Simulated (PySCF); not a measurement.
**Cl3OW (charge +1): density, localisation and related maps**

Input

```
mol = gto.M(atom='''
W      0.05541     0.00000     0.07816
O      1.25203     0.00000     1.22796
Cl     0.33127     1.82366    -1.11750
Cl    -1.85792     0.00000     1.16043
Cl     0.33127    -1.82366    -1.11750''',
    basis={'W': 'def2-SVP', 'O': 'def2-SVP', 'Cl': 'def2-SVP'},
    ecp={'W': 'def2-SVP'},
    charge=1, spin=0)
mf = dft.RKS(mol, xc='PBE0')
mf.grids.atom_grid = (75, 302)  # f atoms: at least (60, 302), unpruned
mf = mf.density_fit()  # W def2-universal-JKFIT, O def2-universal-JKFIT, Cl def2-universal-JKFIT
mf.conv_tol = 1e-09; mf.max_cycle = 55
mf.kernel(dm0)
```

Launched as:

```sh
OMP_NUM_THREADS=2 python run.py
```

Core potentials replace the inner electrons of W.

These are results of RKS PBE0, W def2-SVP with ECP60, O def2-SVP, Cl def2-SVP; non-relativistic Hamiltonian with scalar-relativistic core potentials where named; density fitting in PySCF, not measurements.

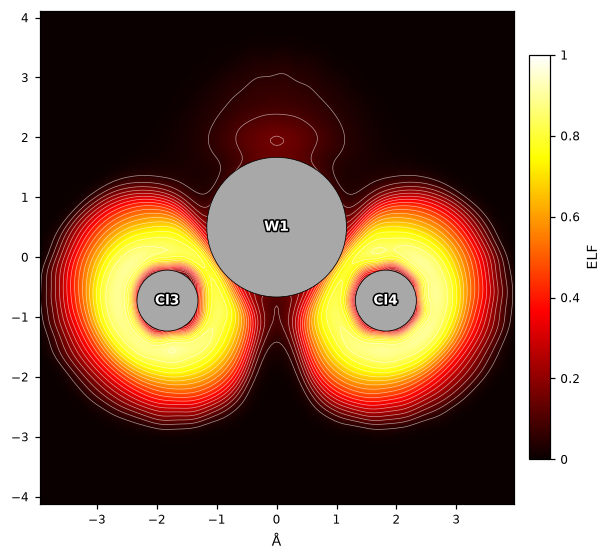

Figure 1. Electron localisation function on the plane of atoms Cl3, W1 and Cl4. Grey discs cover the atomic cores.

**What do the fields say about this system?**

The plane passes through W and Cl nuclei.
W–Cl (2.20 Å): the ELF peaks at about 0.80 in the valence shell of Cl, 0.8 Å from its nucleus, and is about 0.45 at the midpoint.

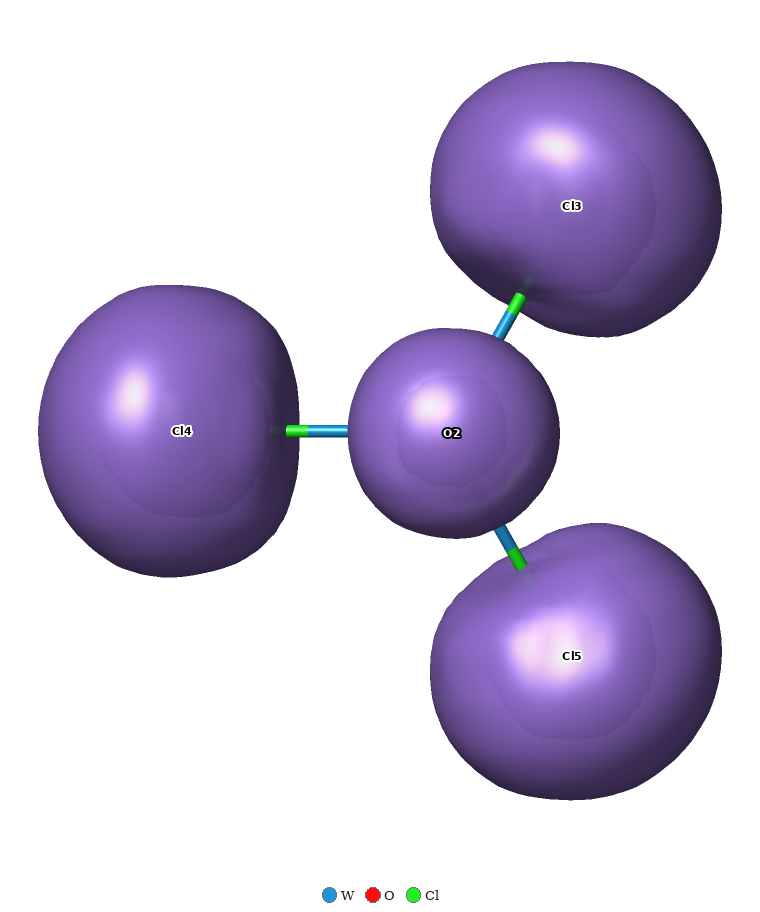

Figure 2. Isosurface of the electron localisation function at 0.75 (purple), seen across its widest extent. Core shells and regions of very low density are left out.

**Where are the electrons localised?**

At this value the surface marks out three regions wrapped around Cl (the valence shell of each) and one region wrapped around O (its valence shell). Along the contacts the grid gives the following. W–O (1.66 Å): the ELF peaks at about 0.80 in the valence shell of O, 0.5 Å from its nucleus, and drops to about 0.40 between the two atoms.

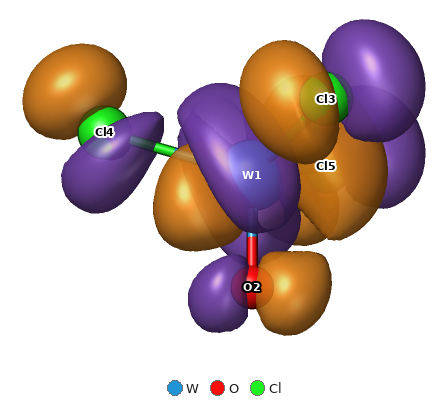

Figure 3. The LUMO at ±0.08 Å⁻³ᐟ² (orange and purple are the two phases), seen from one side.

**Where does this orbital lie, and at what energy?**

By Hirshfeld shares it lies mainly on W1 (about 55 %), Cl3 (about 10 %), Cl4 (about 10 %) and Cl5 (about 10 %). It is one of a degenerate set, so its orientation is arbitrary. Its energy is −9.73 eV.
